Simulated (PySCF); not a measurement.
Bond stretch in SMILES C[SeH]. The C1–Se5 bond (C1 also carries H, H, H; Se5 carries H) is stretched with both fragments frozen at the PBE0/def2-TZVP optimised geometry.

```
6

C      0.0000     0.0000     0.0000
H     -0.8507    -0.5588    -0.3826
H      0.9215    -0.4972    -0.2990
H      0.0000     1.0179    -0.3826
Se     0.0000     0.0000     1.9490
H     -1.2868     0.6934     2.0874
```

- RKS-wB97X-V = restricted wB97X-V/cc-pVDZ (PySCF)
- UCCSD = CCSD on UHF/cc-pVDZ, 10 core orbitals frozen (PySCF)
- UMP2/3-21G = unrestricted MP2 (frozen core)/3-21G in PySCF 2.14.0
- RKS-M06-2X = restricted M06-2X/cc-pVDZ (PySCF)

Energies are in kcal/mol, each relative to the lowest point of its own curve near equilibrium.

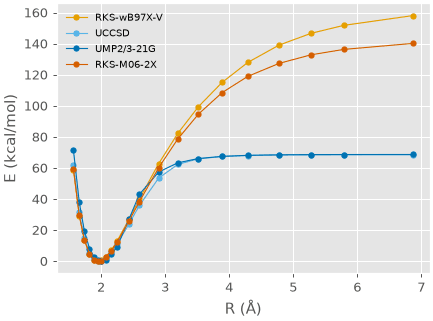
Fig. 1. Energy against bond length for each method.

| R / Å | RKS-wB97X-V | UCCSD | UMP2/3-21G | RKS-M06-2X |
|---|---|---|---|---|
| 1.57 | 58.9 | 61.9 | 71.2 | 59.2 |
| 1.66 | 29.3 | 31.4 | 38.1 | 29.6 |
| 1.74 | 13.5 | 14.8 | 19.4 | 13.7 |
| 1.82 | 4.6 | 5.4 | 8.1 | 4.8 |
| 1.89 | 0.9 | 1.2 | 2.7 | 1.0 |
| 1.95 | 0.0 | 0.0 | 0.5 | 0.0 |
| 2.00 | 0.5 | 0.2 | 0.0 | 0.4 |
| 2.07 | 2.6 | 1.9 | 1.0 | 2.3 |
| 2.16 | 7.0 | 5.8 | 4.3 | 6.6 |
| 2.25 | 12.8 | 11.0 | 9.1 | 12.1 |
| 2.44 | 27.3 | 24.2 | 27.4 | 26.0 |
| 2.60 | 40.1 | 35.9 | 43.0 | 38.3 |
| 2.90 | 62.8 | 53.4 | 57.4 | 60.1 |
| 3.20 | 82.3 | 62.3 | 63.3 | 78.7 |
| 3.52 | 99.4 | 65.9 | 66.0 | 94.6 |
| 3.89 | 115.0 | 67.4 | 67.4 | 108.5 |
| 4.29 | 127.9 | 68.0 | 68.1 | 118.9 |
| 4.78 | 139.1 | 68.3 | 68.4 | 127.3 |
| 5.28 | 146.7 | 68.4 | 68.6 | 132.8 |
| 5.79 | 151.8 | 68.5 | 68.6 | 136.3 |
| 6.87 | 158.1 | 68.5 | 68.6 | 140.2 |

At the longest distance, 6.87 Å, RKS-wB97X-V lies highest above its minimum (158.1 kcal/mol) and UCCSD lowest (68.5 kcal/mol).

At the longest distance RKS-wB97X-V, RKS-M06-2X leaves fractional charges on the fragments, a sign of delocalisation error or of the restricted form. The restricted form behind RKS-wB97X-V, RKS-M06-2X keeps the bonding electrons paired and can't separate into open-shell fragments. The unrestricted determinant behind UCCSD, UMP2/3-21G is spin-contaminated at 2.44 to 6.87 Å (<S²> up to 1.0, against 0.00 for a pure singlet).
